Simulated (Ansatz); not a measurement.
FeNi3 (Pm-3m): the Drude term of Re ε in the infrared

Re ε of FeNi3 (Pm-3m) at low photon energies is read from one computed spectrum; the carriers' damping was typed as γ = 0.03 eV.

Symmetry: Pm-3m, No. 221, cubic system. The conventional cell has a = 3.545 Å, b = 3.545 Å, c = 3.545 Å, α = 90.00°, β = 90.00°, γ = 90.00°. Ni on site c is surrounded by 8 Ni at 2.51 Å and 4 Fe at 2.51 Å. Around Fe on site a lie 12 Ni at 2.51 Å.

Method: Ansatz 0.2.0, PBE, independent particles, k-mesh 10×10×10 with interpolation inside its cells, Gaussian parameter 0.15 eV.

Launch of the response step: `ansatz run input.yaml --threads 4 --pin off --max-ram 8192MiB --backend cpu --events-out ev --progress --plain --runs-dir out`. The run took 2.4 min, on 4 threads of AMD EPYC (Zen 3) (shared host).

| photon energy E (eV) | wavelength (µm) | Re ε |
| --- | --- | --- |
| 0.25 | 4.96 | -498.5 |
| 0.30 | 4.13 | -332.7 |
| 0.35 | 3.54 | -233.3 |
| 0.40 | 3.10 | ? |
| 0.50 | 2.48 | -97.6 |
| 0.60 | 2.07 | -55.8 |
| 0.70 | 1.77 | -26.7 |

A Drude term over a constant background gives Re ε = ε_b − ωp²/(E² + γ²), linear in 1/(E² + γ²).

Working, on the rows shown:

| x = 1/(E² + γ²) (eV⁻²) | y = Re ε |
| --- | --- |
| 15.7729 | -498.5 |
| 11.0011 | -332.7 |
| 8.10373 | -233.3 |
| 3.98565 | -97.6 |
| 2.77085 | -55.8 |
| 2.03707 | -26.7 |

Means: x̄ = 7.2785, ȳ = -207.43. Σ(x − x̄)(y − ȳ) = -4953, Σ(x − x̄)² = 145.3. Slope = -4953 / 145.3 = -34.08; intercept = ȳ − slope · x̄ = 40.61. The line misses the rows shown by at most 2.4.

**Question.** Fill in the last column of the withheld row.

**Answer.** At x = 6.215 the line gives y = -171.19. The run gave -170.2, so the interpolation is off by 0.99, 0.2 % of the range in the table.

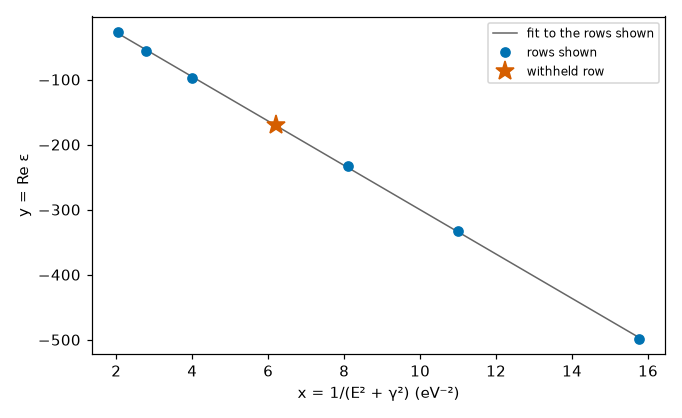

Refitted with all rows, the slope is -34.08 and the intercept 40.795. These give ωp = √(−slope) = 5.84 eV, against 5.95 eV from the program's Fermi-surface sum, and an intercept of 40.8. Taking the program's Drude term off the rows leaves 60 at the lowest energy and 45 at the highest, so the background isn't constant: interband transitions lie in or near the window, and neither fitted number can be trusted. The values come from a sum over the points of one k-mesh and carry its error, which is largest for Fermi-surface quantities.
